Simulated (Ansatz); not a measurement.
**Run report: CH7BFNOSi, phonon calculation**

The run: phonon calculation of CH7BFNOSi, SMILES NC(F)([SiH3])BO. Method and program: RKS CAM-B3LYP-D4/6-31G* (Ansatz 0.2.0).

It belongs to a series of runs on one base structure; here: vibrations at the highest image of the band. Figures and captions count atoms from 1; the log counts them from 0 in places.

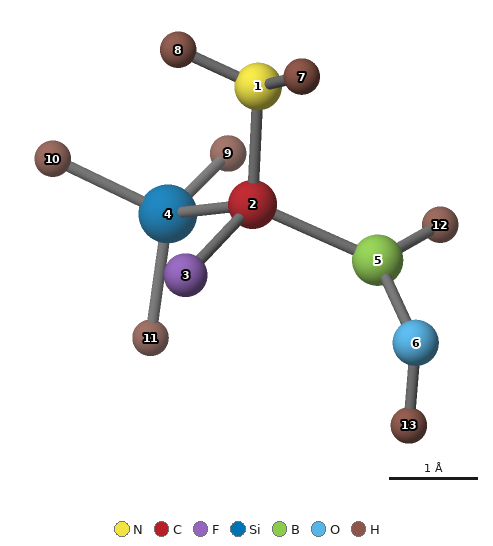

**Figure 1.** The structure (ball-and-stick view, seen at a tilt; atoms are numbered from 1 in the order of the input).

**The input**
```yaml
crystal:
  periodic: [false, false, false]
  atoms:
    - { symbol: "N", position_ang: [-1.675741, 0.0419, -0.088579] }
    - { symbol: C, position_ang: [-0.295914, 0.046921, 0.255001] }
    - { symbol: F, position_ang: [-0.092756, 0.017153, 1.675263] }
    - { symbol: Si, position_ang: [0.515415, -1.573245, -0.343584] }
    - { symbol: B, position_ang: [0.461428, 1.299862, -0.343735] }
    - { symbol: O, position_ang: [0.902031, 2.292744, 0.466656] }
    - { symbol: H, position_ang: [-2.160236, 0.881132, 0.216294] }
    - { symbol: H, position_ang: [-2.169286, -0.763856, 0.284638] }
    - { symbol: H, position_ang: [0.513033, -1.690279, -1.821111] }
    - { symbol: H, position_ang: [-0.260991, -2.693171, 0.246227] }
    - { symbol: H, position_ang: [1.915035, -1.638046, 0.145496] }
    - { symbol: H, position_ang: [0.593582, 1.382595, -1.535526] }
    - { symbol: H, position_ang: [1.774803, 2.361493, 0.85776] }
basis:
  gaussian: { orbitals: "6-31G*" }
hamiltonian:
  xc: cam_b3lyp
  dispersion: d4
phonons: {}
```

Command:
```bash
ansatz run input.yaml --threads 2 --pin off --max-ram 3072MiB --backend cpu --events-out ev --progress --plain --runs-dir out
```

**The program's output**
```
Engine: ansatz 0.2.0, x86_64-unknown-linux-gnu
Functional definition: CAM-B3LYP
  parameter alpha = 0.19
  parameter beta = 0.46
  parameter omega = 0.33/bohr
  parameter ac = 0.81
  exchange = (1 - alpha - beta)*b88_x + beta*b88_x_sr(omega) + alpha*exact_x + beta*exact_x_lr(omega)
  correlation = (1 - ac)*vwn5_c + ac*lyp_c
1174 factors; integrals over basis functions are off by at most 7.5e-4 eV
404 factors; integrals over basis functions are off by at most 5.5e-7 eV
mean field evaluation 1: about -15949.6440 eV, gradient 5.6e1 eV
mean field evaluation 2: about -15948.3089 eV, gradient 6.4e1 eV
mean field evaluation 4: about -15955.1985 eV, gradient 2.4e0 eV
mean field evaluation 8: about -15955.2294 eV, gradient 1.8e-1 eV
mean field evaluation 16: about -15955.2294 eV, gradient 4.4e-5 eV
mean field -15955.22941572 eV, -586.3438661849 hartree, gradient 4.4e-5 eV, S^2 0.000000; 0 other end points of the search recorded, 0 dependent functions left out
the calculation of the forces begins
reference -15955.22953648 eV, -586.3438706226 hartree; 28, 28 occupied and 80, 80 virtual orbitals, 1174 factors
these checks for a lower state are left out or cut short: stability, starts, cluster_reference, orbital_swaps, neighbouring_geometries, increment
1174 factors; integrals over basis functions are off by at most 7.5e-4 eV
404 factors; integrals over basis functions are off by at most 5.5e-7 eV
mean field -15955.22927934 eV, -586.3438611729 hartree, gradient 1.5e-6 eV, S^2 0.000000; 0 other end points of the search recorded, 0 dependent functions left out
[... from here on the field's lines of each further geometry are left out, up to the last ...]
the calculation of the forces begins
reference -15955.22951239 eV, -586.3438697374 hartree; 28, 28 occupied and 80, 80 virtual orbitals, 1174 factors
these checks for a lower state are left out or cut short: stability, starts, cluster_reference, orbital_swaps, neighbouring_geometries, increment
1174 factors; integrals over basis functions are off by at most 7.5e-4 eV
404 factors; integrals over basis functions are off by at most 5.5e-7 eV
mean field evaluation 480: about -15955.2095 eV, gradient 1.2e-1 eV
mean field -15955.22938722 eV, -586.3438651373 hartree, gradient 1.1e-6 eV, S^2 0.000000; 0 other end points of the search recorded, 0 dependent functions left out
the calculation of the forces begins
reference -15955.22950795 eV, -586.3438695741 hartree; 28, 28 occupied and 80, 80 virtual orbitals, 1174 factors
WARN: phonons: modes at or below zero, which the zero-point energy, F, S and C_V leave out: 2, the lowest at -849.34 cm⁻¹. A minimum has none, and a first-order saddle one
Total energy: -15955.46783633 eV, -586.3526279806 hartree
Atom 0 at    -1.675741     0.041900    -0.088579 Å, force     0.026566    -0.006468     0.019467 eV/Å
Atom 1 at    -0.295914     0.046921     0.255001 Å, force    -0.029891     0.006275    -0.025153 eV/Å
Atom 2 at    -0.092756     0.017153     1.675263 Å, force     0.002479    -0.000341     0.016493 eV/Å
Atom 3 at     0.515415    -1.573245    -0.343584 Å, force     0.007726    -0.018040    -0.000666 eV/Å
Atom 4 at     0.461428     1.299862    -0.343735 Å, force     0.004261     0.013297     0.005041 eV/Å
Atom 5 at     0.902031     2.292744     0.466656 Å, force    -0.012538    -0.013031    -0.001629 eV/Å
Atom 6 at    -2.160236     0.881132     0.216294 Å, force     0.001676    -0.000356    -0.004721 eV/Å
Atom 7 at    -2.169286    -0.763856     0.284638 Å, force     0.003555     0.002243    -0.005788 eV/Å
Atom 8 at     0.513033    -1.690279    -1.821111 Å, force    -0.002008     0.007809    -0.003004 eV/Å
Atom 9 at    -0.260991    -2.693171     0.246227 Å, force    -0.005523     0.003180     0.000419 eV/Å
Atom 10 at     1.915035    -1.638046     0.145496 Å, force    -0.003050     0.005400     0.005727 eV/Å
Atom 11 at     0.593582     1.382595    -1.535526 Å, force    -0.003786    -0.002107    -0.006251 eV/Å
Atom 12 at     1.774803     2.361493     0.857760 Å, force     0.010533     0.002139     0.000067 eV/Å
Dipole moment:     0.107018     0.062111     0.060000 e Å
Vibrations: -849.34 -36.48 140.45 181.93 205.04 237.85 311.06 373.67 441.12 482.90 565.38 616.36 653.43 701.28 790.48 886.94 935.25 946.53 953.65 971.91 1018.72 1147.36 1236.50 1296.18 1419.10 1735.33 2277.06 2287.92 2299.17 2628.92 3521.24 3601.85 3949.25 cm⁻¹, zero-point energy 2.406152 eV
```

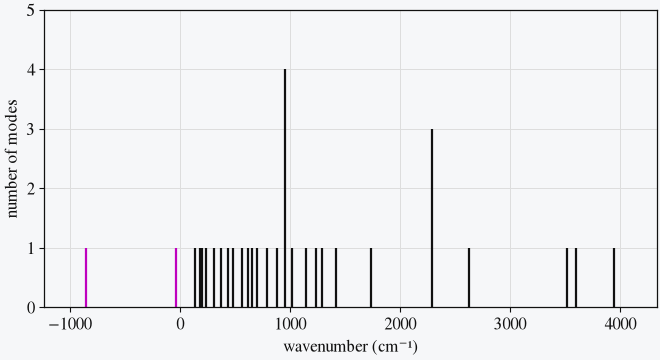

**Figure 2.** Harmonic vibrational wavenumbers from the force constants; neighbouring modes closer than 22 cm⁻¹ are counted in one stick, and imaginary ones are drawn at negative wavenumbers. 33 modes from 849i to 3949 cm⁻¹, 2 imaginary beyond 8i (849i, 36i cm⁻¹): not a minimum.

**Results in brief**

| quantity | value |
| --- | --- |
| outcome | converged |
| total energy | −15955.4678 eV |
| mean-field energy | −15955.2295 eV |
| largest force (length of the vector) | 0.040 eV/Å |
| hardware | 2 threads of Intel Xeon @ 2.50GHz (Skylake/Cascade Lake), 16 GiB of memory available, shared host |
| wall time | 4.9 min (CPU time 9.6 min) |
| peak memory | 0.32 GiB |
